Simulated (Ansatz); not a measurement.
# doublet [NH4]2+: levels of theory compared

Aim: a comparison of 6 runs (U-r2SCAN/6-31G, UBHLYP/3-21G, UPBE/3-21G, USVWN5/3-21G, UCCSDTQ/3-21G, UCCSD(T)/3-21G) of doublet [NH4]2+. 

The results are computed with Ansatz 0.2.0.

2 further runs of the same task are left out: 1 that didn't finish, 1 set aside as unsound or not needed.

## (1) The molecule

[NH4]2+ has 5 atoms, charge +2, and is taken as a doublet. SMILES of the parent species: `[NH4+]`. The shape is that of a GFN2-xTB optimisation. That shape belongs to the parent species and isn't relaxed for this state.

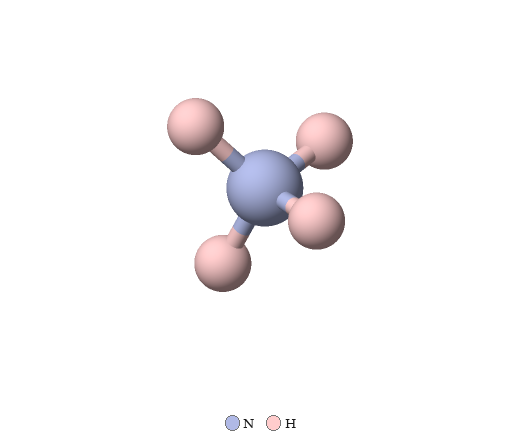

Viewed from a chosen angle; nitrogen light blue, hydrogen pink.

## (2) The energy at U-r2SCAN/6-31G (run 1)

File job.yaml:

```yaml
crystal:
  periodic: [false, false, false]
  atoms:
    - {symbol: N, position_ang: [0.000080, 0.000050, -0.000010]}
    - {symbol: H, position_ang: [0.455870, -0.450720, 0.805650]}
    - {symbol: H, position_ang: [-0.977900, 0.217540, 0.236550]}
    - {symbol: H, position_ang: [0.024080, -0.637350, -0.808220]}
    - {symbol: H, position_ang: [0.497880, 0.870480, -0.233970]}
basis:
  gaussian:
    orbitals: 6-31G
hamiltonian:
  xc: r2scan
accuracy: high
magnetization:
  spin_polarized: true
  initial_magnetization: 1
total_charge: 2
```

Started as:

```console
$ ansatz run job.yaml --threads 1 --pin off --max-ram 2610MiB --events-out events.jsonl --progress --plain --runs-dir runs
```

Log:

```text
Warning: RAYON_NUM_THREADS=1 ignored (pool sized by the plan → 1); use --threads N
Functional definition: r2SCAN
  name "r2SCAN"
  parameter k0 = 0.174
  parameter k1 = 0.065
  parameter a1 = 4.9479
  exchange = r2scan_x(k0 = k0, k1 = k1, a1 = a1)
  correlation = r2scan_c
407 factors; integrals over basis functions are off by at most 3.1e-9 eV
mean field evaluation 1: about -1507.6534 eV, gradient 5.4e1 eV
mean field evaluation 2: about -1507.2157 eV, gradient 5.5e1 eV
mean field evaluation 4: about -1520.3480 eV, gradient 1.8e-1 eV
mean field evaluation 8: about -1520.3495 eV, gradient 8.9e-2 eV
mean field evaluation 16: about -1520.3502 eV, gradient 3.1e-4 eV
mean field evaluation 32: about -1520.2312 eV, gradient 3.6e0 eV
mean field evaluation 64: about -1520.3456 eV, gradient 2.5e-8 eV
mean field -1520.35015164 eV, -55.8718375425 hartree, gradient 2.2e-8 eV, S^2 0.750674; 6 other end points of the search recorded, 0 dependent functions left out
reference -1520.35015214 eV, -55.8718375607 hartree; 5, 4 occupied and 12, 13 virtual orbitals, 407 factors
Total energy: -1520.35015214 eV, -55.8718375607 hartree
```

Run time: 3.3 s. Hardware: 1 thread of Intel Xeon 6975P-C (Granite Rapids), shared host; peak memory 0.17 GiB.

## (3) A single-point energy at UBHLYP/3-21G (run 2)

File input.yaml:

```yaml
crystal:
  periodic: [false, false, false]
  atoms:
    - {symbol: "N", position_ang: [0.000080, 0.000050, -0.000010]}
    - {symbol: H, position_ang: [0.455870, -0.450720, 0.805650]}
    - {symbol: H, position_ang: [-0.977900, 0.217540, 0.236550]}
    - {symbol: H, position_ang: [0.024080, -0.637350, -0.808220]}
    - {symbol: H, position_ang: [0.497880, 0.870480, -0.233970]}
basis:
  gaussian:
    orbitals: 3-21G.json
total_charge: 2
magnetization:
  spin_polarized: true
  initial_magnetization: 1
hamiltonian:
  xc: {name: BHLYP}
accuracy: high
```

The basis set 3-21G is read from a file made from the Basis Set Exchange's data (not shown).

Started as:

```console
$ ansatz run input.yaml --threads 1 --pin off --max-ram 2610MiB --events-out events.jsonl --progress --plain --runs-dir runs
```

Log:

```text
Warning: RAYON_NUM_THREADS=1 ignored (pool sized by the plan → 1); use --threads N
Functional definition: BHLYP
  name "BHLYP"
  parameter a = 0.5
  exchange = (1 - a)*b88_x + a*exact_x
  correlation = lyp_c
338 factors; integrals over basis functions are off by at most 1.8e-8 eV
mean field evaluation 1: about -1505.2683 eV, gradient 4.5e1 eV
mean field evaluation 2: about -1509.1360 eV, gradient 3.0e1 eV
mean field evaluation 4: about -1512.3888 eV, gradient 1.6e-1 eV
mean field evaluation 8: about -1512.3765 eV, gradient 2.0e-2 eV
mean field evaluation 16: about -1512.3885 eV, gradient 2.9e-2 eV
mean field evaluation 32: about -1512.3368 eV, gradient 2.2e0 eV
mean field -1512.38854371 eV, -55.5792538476 hartree, gradient 3.2e-8 eV, S^2 0.750881; 4 other end points of the search recorded, 0 dependent functions left out
reference -1512.38855518 eV, -55.5792542691 hartree; 5, 4 occupied and 12, 13 virtual orbitals, 338 factors
Total energy: -1512.38855518 eV, -55.5792542691 hartree
```

It took 1.2 s on 1 thread of Intel Xeon 6975P-C (Granite Rapids), shared host; peak memory 0.11 GiB.

Runs 3 to 5 aren't shown in full; the table further down has their settings and results.

## (4) A single-point energy at UCCSD(T)/3-21G (run 6)

File run.yaml:

```yaml
crystal:
  periodic: [false, false, false]
  atoms:
    - {symbol: "N", position_ang: [0.000080, 0.000050, -0.000010]}
    - {symbol: H, position_ang: [0.455870, -0.450720, 0.805650]}
    - {symbol: H, position_ang: [-0.977900, 0.217540, 0.236550]}
    - {symbol: H, position_ang: [0.024080, -0.637350, -0.808220]}
    - {symbol: H, position_ang: [0.497880, 0.870480, -0.233970]}
basis:
  gaussian: {orbitals: 3-21G.json}
total_charge: 2
magnetization: {spin_polarized: true, initial_magnetization: 1}
correlation: {method: ccsd_t, frozen_orbitals: {H: 0, "N": 1}}
accuracy: high
scf: {omitted_lower_state_checks: [cluster_reference, increment]}
```

The basis set 3-21G is read from a file made from the Basis Set Exchange's data (not shown).

Started as:

```console
$ ansatz run run.yaml --threads 1 --pin off --max-ram 2610MiB --events-out events.jsonl --progress --plain --runs-dir runs
```

Log:

```text
Warning: RAYON_NUM_THREADS=1 ignored (pool sized by the plan → 1); use --threads N
[... 14 lines left out ...]
1 core orbitals not correlated: weight in the atoms' cores, before any rotation towards them, 1.000 or more for the frozen orbitals, at most 0.000 for the correlated occupied ones
[... 34 lines left out ...]
Total energy: -1507.40748233 eV, -55.3962032181 hartree
Checks for a lower state left out: cluster_reference, increment
```

It took 0.2 s on 1 thread of Intel Xeon 6975P-C (Granite Rapids), shared host.

## (5) The series

```
run           level  frozen core orbitals  energy (Eh)   ⟨S²⟩  wall time
  1  U-r2SCAN/6-31G                     –   -55.871838  0.751      3.3 s
  2    UBHLYP/3-21G                     –   -55.579254  0.751      1.2 s
  3      UPBE/3-21G                     –   -55.541246  0.750      1.4 s
  4    USVWN5/3-21G                     –   -55.129444  0.750     0.62 s
  5   UCCSDTQ/3-21G                     1   -55.396528  0.753       39 s
  6  UCCSD(T)/3-21G                     1   -55.396203  0.753      0.2 s
```

## (6) Outcome

| quantity | value |
| --- | --- |
| run 6: total energy | -55.39620 Eh |
| run 6: correlation energy (1 core orbital frozen) | -103.7 mEh |
| run 6: (T) correction | -1.08 mEh |
| run 6: ⟨S²⟩ of the reference determinant | 0.753 |
| run 6: T1 diagnostic | 0.024 |

In words: Totals of different functionals can't be ranked against each other. All runs together took 46 s, the longest 39 s.
